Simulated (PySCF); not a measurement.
Se(Me)(OSiH3), CH₆OSeSi, SMILES C[Se]O[SiH3] at its B3LYP/def2-SVP optimised geometry (Å):

```
10

Se    -0.8503    -1.5106     0.0000
C      1.1009    -1.5106     0.0000
H      1.4087    -2.5636    -0.0966
H      1.4953    -1.0965     0.9376
H      1.4669    -0.9395    -0.8639
O     -1.0726     0.3125     0.0000
Si    -1.4257     1.1214     1.4326
H     -2.7313     0.6820     2.0065
H     -1.4953     2.5636     1.0710
H     -0.3576     0.9074     2.4551
```

Level of theory: PySCF with B3LYP/def2-TZVP. Cells within 0.4 Å of a nucleus heavier than hydrogen are left out (blank, or x).

Map of the HOMO amplitude (bohr^(-3/2)) on the plane z = 1.2 Å; orbital energy -6.18 eV, overall sign arbitrary:

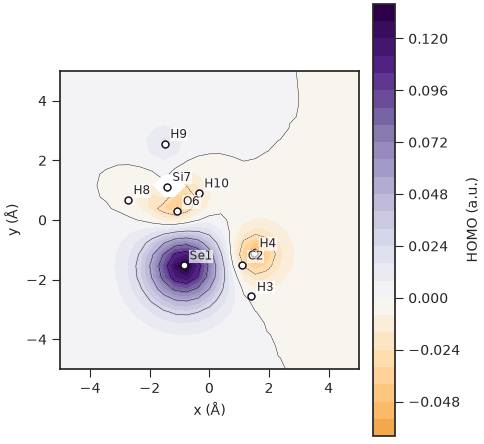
Figure. HOMO amplitude (bohr^(-3/2)) on the plane z = 1.2 Å.
